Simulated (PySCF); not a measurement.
# C4H4, SMILES `C1=CC=C1`: electronic structure

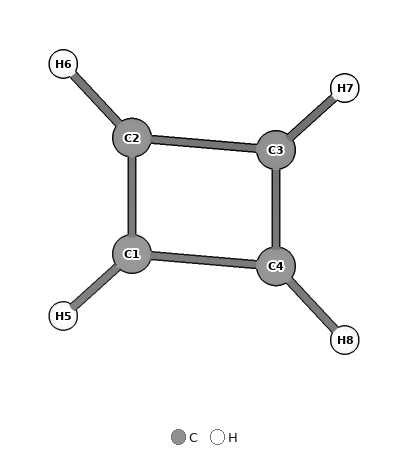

The molecule, with its atoms numbered as below. No frequency check shows the geometry to be a minimum.

Coordinates in Å:

```
C1      -0.7761   -0.6631    0.0000
C2      -0.7761    0.6631    0.0000
C3       0.7761    0.6631    0.0000
C4       0.7761   -0.6631    0.0000
H5      -1.5174   -1.4377    0.0000
H6      -1.5174    1.4377    0.0000
H7       1.5174    1.4377    0.0000
H8       1.5174   -1.4377    0.0000
```

### 1. Bonding charge

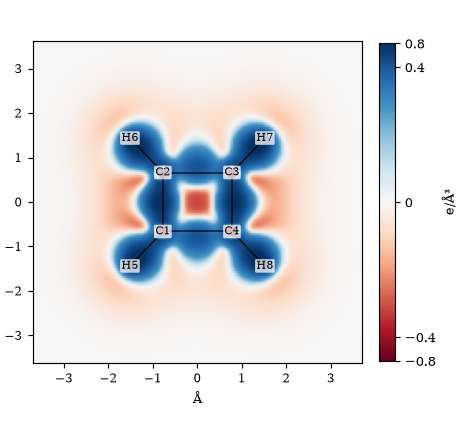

Deformation density (molecule less spherical, spin-averaged free atoms) in the molecular plane; colour scale in e/Å³, logarithmic beyond ±0.1; blue: gain, red: loss.

Level of theory: BLYP/cc-pVTZ (PySCF), at a geometry from GFN2-xTB. This is a single-reference result, which may miss multireference character in this system.

> How much density has each bond in this plane gained at its critical point, relative to the free atoms?

C1–C2 and C3–C4: +0.79 e/Å³ at the bond critical point (bond length 1.33 Å, Mayer order 1.9). C1–H5, C2–H6, C3–H7 and C4–H8: +0.79 e/Å³ at the bond critical point (bond length 1.07 Å, Mayer order 1.0). C2–C3 and C1–C4: +0.41 e/Å³ at the bond critical point (bond length 1.55 Å, Mayer order 0.9). In all, 1.8 electrons gather in the regions of gain relative to the promolecule.

> Where do the Hirshfeld charges lie?

The highest Hirshfeld charge is on H5, H6, H7 and H8 (+0.04 e), the lowest on C1, C2, C3 and C4 (−0.04 e).

| atom | charge (e) |
| --- | --- |
| C1 | −0.04 |
| C2 | −0.04 |
| C3 | −0.04 |
| C4 | −0.04 |
| H5 | +0.04 |
| H6 | +0.04 |
| H7 | +0.04 |
| H8 | +0.04 |

### 2. Bond critical points

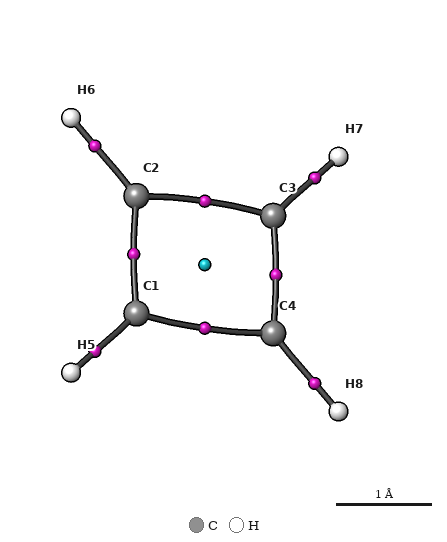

Molecular graph of the electron density (QTAIM): bond paths, bond critical points (magenta), ring points (cyan, if any); weak paths are dashed.

> How many critical points of each kind are there, and does the count close?

8 nuclei, 8 bond, 1 ring and 0 cage critical points: 8 − 8 + 1 − 0 = 1, as the Poincaré–Hopf relation requires.

> What does the calculation give at each kind of bond critical point?

```json
{"bond": "C1–C2 (2 alike)", "length (Å)": "1.326", "ρ (a.u.)": "0.361", "∇²ρ (a.u.)": "−1.25", "ε": "0.36", "H (a.u.)": "−0.467"}
{"bond": "C1–H5 (4 alike)", "length (Å)": "1.072", "ρ (a.u.)": "0.296", "∇²ρ (a.u.)": "−1.19", "ε": "0.02", "H (a.u.)": "−0.341"}
{"bond": "C2–C3 (2 alike)", "length (Å)": "1.552", "ρ (a.u.)": "0.229", "∇²ρ (a.u.)": "−0.49", "ε": "0.00", "H (a.u.)": "−0.181"}
```

> What kind of interaction is C1–H5?

Shared-shell (covalent): ρ = 0.296, ∇²ρ = −1.19, H = −0.341 a.u.

### 3. Local ionisation energy

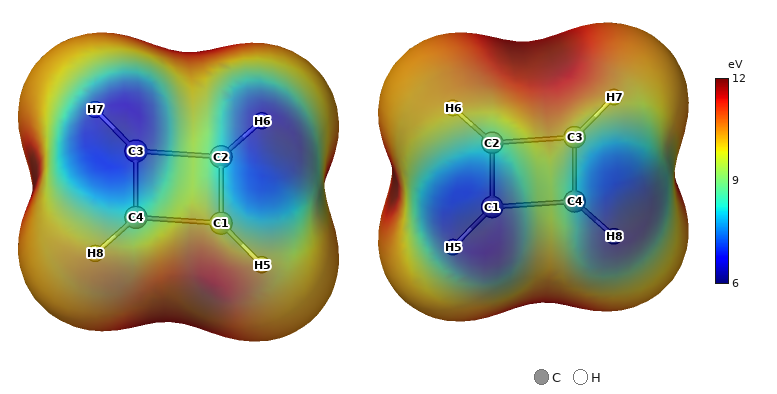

Average local ionisation energy on the surface of electron density 0.001 a.u. (back view left, front view right).

> Where are the most loosely bound electrons on this surface?

The lowest value is 6.4 eV, off the C1–C2 bond (2.2 to 2.3 Å from its atoms), and at like points elsewhere. For comparison, the highest occupied orbital lies at −4.3 eV.

> What volume does the surface enclose, and what is the dipole moment?

About 83 Å³; the dipole moment is 0.0 D.

### 4. In an electric field

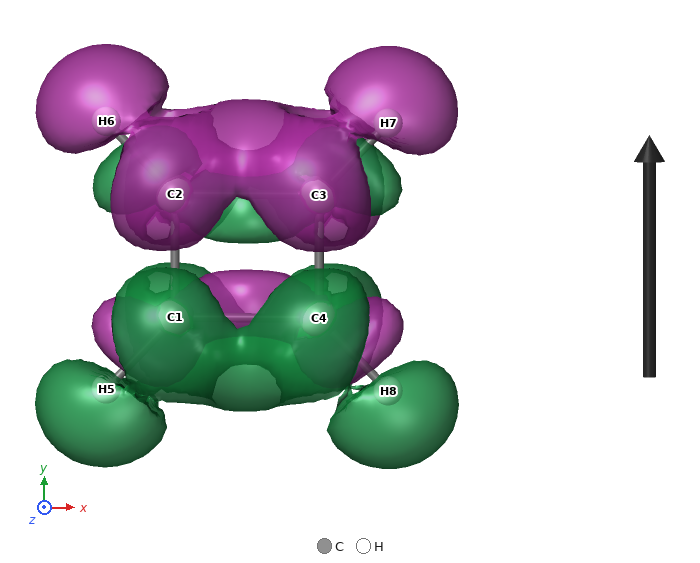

Change of the electron density in a uniform field of 0.51 V/Å along +y (arrow), surfaces at ±0.004 e/Å³ (green: gain, purple: loss).

Level of theory: PBE0/6-31+G* (PySCF), at a geometry from GFN2-xTB. This is a single-reference result, which may miss multireference character in this system. The basis has diffuse s and p functions alone, which still leaves polarisabilities too small, most of all across bonds.

The field was applied in both directions; the picture shows the one opposite to the script's first.

> What dipole is induced, and what polarisability does it imply?

The induced dipole is 1.29 D (along the field); α along this axis, from the fields in both directions, is 51 bohr³ (7.5 Å³).

The PySCF runs shown took 6.2 s and 5.6 s on 1 thread of AMD EPYC 9R45 96-Core Processor (Zen 5), with other jobs on the host.
